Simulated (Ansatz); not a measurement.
**SiHCl3 (trichlorosilane): CCSD/STO-3G**

What is the electronic atomisation energy of SiHCl3 (trichlorosilane) at CCSD/STO-3G? 

Program for the calculation: Ansatz 0.2.0.

56 further runs of the same task are left out: 10 that didn't finish, 46 set aside as unsound or not needed.

### Step 1. The system as given

SiHCl3: 5 atoms, total charge 0, spin state singlet. SMILES: `Cl[SiH](Cl)Cl`. The shape is that of a PBE0-D4/def2-TZVP optimisation.

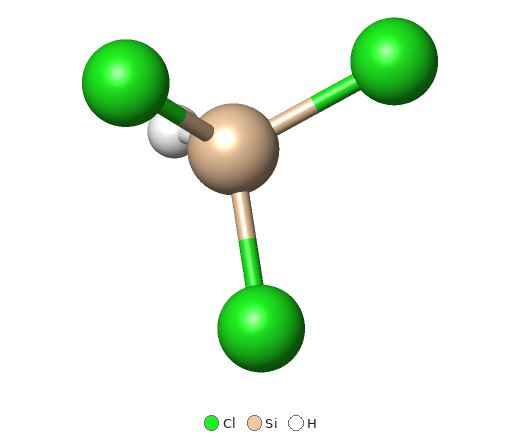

Viewed from a chosen angle; chlorine green, silicon light orange, hydrogen white.

### Step 2. A single-point energy at CCSD/STO-3G

Contents of molecule.yaml:

```yaml
crystal:
  periodic: [false, false, false]
  atoms:
    - {symbol: Cl, position_ang: [1.690930, -0.571430, 0.891880]}
    - {symbol: Si, position_ang: [-0.081300, -0.012690, 0.075440]}
    - {symbol: Cl, position_ang: [0.017700, 1.933700, -0.491290]}
    - {symbol: Cl, position_ang: [-0.476020, -1.170520, -1.544190]}
    - {symbol: H, position_ang: [-1.151310, -0.179060, 1.068150]}
basis:
  gaussian: {orbitals: STO-3G}
correlation: {method: ccsd, frozen_orbitals: {Cl: 5, H: 0, Si: 5}}
accuracy: high
scf: {omitted_lower_state_checks: [cluster_reference, increment]}
```

Launch:

```sh
ansatz run molecule.yaml --threads 1 --pin off --max-ram 3480MiB --events-out events.jsonl --progress --plain --runs-dir runs
```

Output (excerpt; [...] marks lines left out):

```text
Warning: RAYON_NUM_THREADS=1 ignored (pool sized by the plan → 1); use --threads N
Functional definition: HF
  name "HF"
[...]
712 factors; integrals over basis functions are off by at most 2.0e-8 eV
[...]
mean field -44900.90914000 eV, -1650.0779759657 hartree, gradient 6.3e-8 eV, S^2 0.000000; 0 other end points of the search recorded, 0 dependent functions left out
20 core orbitals not correlated: weight in the atoms' cores, before any rotation towards them, 1.000 or more for the frozen orbitals, at most 0.000 for the correlated occupied ones
reference -44900.90914000 eV, -1650.0779759657 hartree; 13, 13 occupied and 4, 4 virtual orbitals, 712 factors
second order -1.29271207 eV of doubles, -0.00000000 eV of singles
cycle   1  -1.54568842 eV  change   -2.5e-1 eV  update   5.0e-2
[...]
cycle  16  -1.68667344 eV  change  -5.4e-10 eV  update   2.7e-9
Total energy: -44902.59581344 eV, -1650.1399600713 hartree
Checks for a lower state left out: cluster_reference, increment
```

It took 0.46 s on 1 thread of Arm Neoverse V2, shared host; peak memory 0.091 GiB.

### Step 3. The Cl atom, same level

Contents of molecule.yaml:

```yaml
crystal:
  periodic: [false, false, false]
  atoms:
    - {symbol: Cl, position_ang: [0.000000, 0.000000, 0.000000]}
basis:
  gaussian: {orbitals: STO-3G}
magnetization: {spin_polarized: true, initial_magnetization: 1}
correlation: {method: ccsd, frozen_orbitals: {Cl: 5}}
accuracy: high
scf: {omitted_lower_state_checks: [cluster_reference, increment]}
```

Launch:

```sh
ansatz run molecule.yaml --threads 1 --pin off --max-ram 3480MiB --events-out events.jsonl --progress --plain --runs-dir runs
```

Output (excerpt; [...] marks lines left out):

```text
Warning: RAYON_NUM_THREADS=1 ignored (pool sized by the plan → 1); use --threads N
[... 2 set-up lines as earlier in the session ...]
[...]
42 factors; integrals over basis functions are off by at most 4.6e-9 eV
[...]
mean field -12368.72316544 eV, -454.5421925083 hartree, gradient 1.9e-13 eV, S^2 0.750000; 3 other end points of the search recorded, 0 dependent functions left out
5 core orbitals not correlated: weight in the atoms' cores, before any rotation towards them, 1.000 or more for the frozen orbitals, at most 0.000 for the correlated occupied ones
reference -12368.72316544 eV, -454.5421925083 hartree; 4, 3 occupied and 0, 1 virtual orbitals, 42 factors
second order 0.00000000 eV of doubles, 0.00000000 eV of singles
cycle   1  0.00000000 eV  change     0.0e0 eV  update    0.0e0
cycle   2  0.00000000 eV  change     0.0e0 eV  update    0.0e0
Total energy: -12368.72316544 eV, -454.5421925083 hartree
Checks for a lower state left out: cluster_reference, increment
```

Wall time 0.06 s (1 thread of Arm Neoverse V2, shared host).

### Step 4. The H atom: the energy at UHF/STO-3G

Contents of molecule.yaml:

```yaml
crystal:
  periodic: [false, false, false]
  atoms:
    - {symbol: H, position_ang: [0.000000, 0.000000, 0.000000]}
basis:
  gaussian: {orbitals: STO-3G}
magnetization: {spin_polarized: true, initial_magnetization: 1}
hamiltonian: {xc: hf}
accuracy: high
```

Run the same way, it converges to -0.46658 Eh (log not shown).

### Step 5. The Si atom

Contents of molecule.yaml:

```yaml
crystal:
  periodic: [false, false, false]
  atoms:
    - {symbol: Si, position_ang: [0.000000, 0.000000, 0.000000]}
basis:
  gaussian: {orbitals: STO-3G}
scf: {omitted_lower_state_checks: [cluster_reference, increment]}
accuracy: high
magnetization: {spin_polarized: true, initial_magnetization: 2}
correlation: {method: ccsd, frozen_orbitals: {Si: 5}}
```

Run the same way, it converges to -285.47963 Eh (log not shown).

### Step 6. Results

At CCSD/STO-3G, 20 core orbitals frozen:

| quantity | value |
| --- | --- |
| molecule: total energy | -1650.13996 Eh |
| molecule: correlation energy (20 core orbitals frozen) | -62.0 mEh |
| molecule: T1 diagnostic | 0.006 |
| Cl atom: total energy | -454.54219 Eh |
| Cl atom: correlation energy (5 core orbitals frozen) | 0.0 mEh |
| Cl atom: ⟨S²⟩ of the reference determinant | 0.750 |
| Cl atom: T1 diagnostic | 0.000 |
| H atom: total energy | -0.46658 Eh |
| H atom: ⟨S²⟩ | 0.750 |
| Si atom: total energy | -285.47963 Eh |
| Si atom: correlation energy (5 core orbitals frozen) | -13.4 mEh |
| Si atom: ⟨S²⟩ of the reference determinant | 2.000 |
| Si atom: T1 diagnostic | 0.000 |
| electronic atomisation energy | 15.434 eV |

**Reading.** Taking the molecule apart into free atoms costs 15.43 eV (1489 kJ/mol), before zero-point energy and without spin-orbit coupling. In a minimal basis such a difference can be off by several eV, whatever the method.
